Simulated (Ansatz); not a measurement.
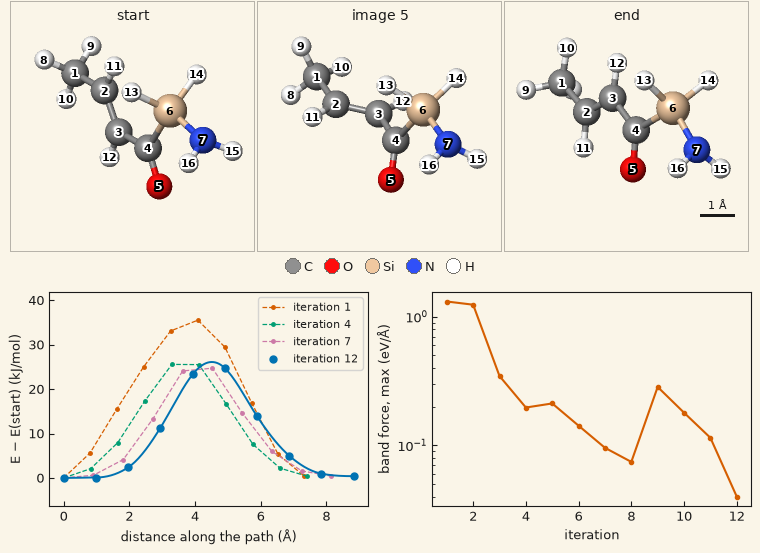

A nudged-elastic-band calculation for C$_{4}$H$_{9}$NOSi. Images are numbered from 0 (start) to 9 (end). The plot follows the band through its iterations. A ball-and-stick model, seen from a free direction.

All numbers below come from Ansatz, RHF/def2-SVP.

The input:
```yaml
crystal:
  periodic: [false, false, false]
  atoms:
    - { symbol: C, position_ang: [1.981574, -1.515218, 1.735007] }
    - { symbol: C, position_ang: [0.971342, -0.816404, 0.878649] }
    - { symbol: C, position_ang: [1.040346, 0.448719, 0.480993] }
    - { symbol: C, position_ang: [0.015614, 1.109732, -0.369051] }
    - { symbol: O, position_ang: [0.156055, 2.259979, -0.677266] }
    - { symbol: Si, position_ang: [-1.583624, 0.223784, -1.044869] }
    - { symbol: "N", position_ang: [-2.548283, 1.283446, -1.988985] }
    - { symbol: H, position_ang: [1.516446, -1.882313, 2.652905] }
    - { symbol: H, position_ang: [2.389583, -2.384064, 1.213266] }
    - { symbol: H, position_ang: [2.804798, -0.854637, 2.004091] }
    - { symbol: H, position_ang: [0.122107, -1.422617, 0.574329] }
    - { symbol: H, position_ang: [1.874118, 1.08282, 0.766999] }
    - { symbol: H, position_ang: [-2.372082, -0.254801, 0.114539] }
    - { symbol: H, position_ang: [-1.157569, -0.924297, -1.878758] }
    - { symbol: H, position_ang: [-2.206979, 1.584245, -2.882249] }
    - { symbol: H, position_ang: [-3.026245, 2.038925, -1.535401] }
basis:
  gaussian: { orbitals: def2-SVP }
hamiltonian:
  xc: hf
neb:
  order_check: false
  images: 8
  f_tol: 0.05
  max_iterations: 60
  initial_path: idpp
  climbing: false
  final_atoms:
    - { symbol: C, position_ang: [2.32046963, -1.30945108, 1.88004209] }
    - { symbol: C, position_ang: [1.57496214, -0.28957164, 1.07961078] }
    - { symbol: C, position_ang: [0.43661747, -0.49207661, 0.42572459] }
    - { symbol: C, position_ang: [-0.23102267, 0.59821759, -0.34652906] }
    - { symbol: O, position_ang: [0.23843335, 1.69919369, -0.4154852] }
    - { symbol: Si, position_ang: [-1.90261225, 0.25458371, -1.27330849] }
    - { symbol: "N", position_ang: [-2.5260985, 1.6304832, -2.08736162] }
    - { symbol: H, position_ang: [3.33063886, -1.43822176, 1.4839169] }
    - { symbol: H, position_ang: [2.42535282, -0.97591542, 2.9152211] }
    - { symbol: H, position_ang: [1.81981648, -2.27721455, 1.87564096] }
    - { symbol: H, position_ang: [2.0035903, 0.70633633, 1.0281663] }
    - { symbol: H, position_ang: [-0.04331423, -1.46628231, 0.43773521] }
    - { symbol: H, position_ang: [-2.87962893, -0.20534558, -0.25745115] }
    - { symbol: H, position_ang: [-1.64390967, -0.8284937, -2.25214616] }
    - { symbol: H, position_ang: [-2.05088802, 1.97840925, -2.89840518] }
    - { symbol: H, position_ang: [-2.89520576, 2.39264788, -1.55117206] }
```

Run as
```bash
ansatz run input.yaml --threads 2 --pin off --max-ram 3072MiB --backend cpu --events-out ev --progress --plain --runs-dir out
```

Judge this run.

The run is converged, with reservations. The band converged in 12 iterations. The largest component of the band force went from 1.3 to 0.04 eV/Å. No image climbed, so the highest image needn't lie on the saddle point, and the true maximum along this path can be higher. The first iteration put the highest image at 35.5 kJ/mol. The energy climbs by 24.7 kJ/mol to image 5 and then falls by 24.3 kJ/mol, so the end point sits at +0.4 kJ/mol.

Limits of the set-up: Hartree-Fock leaves out electron correlation.
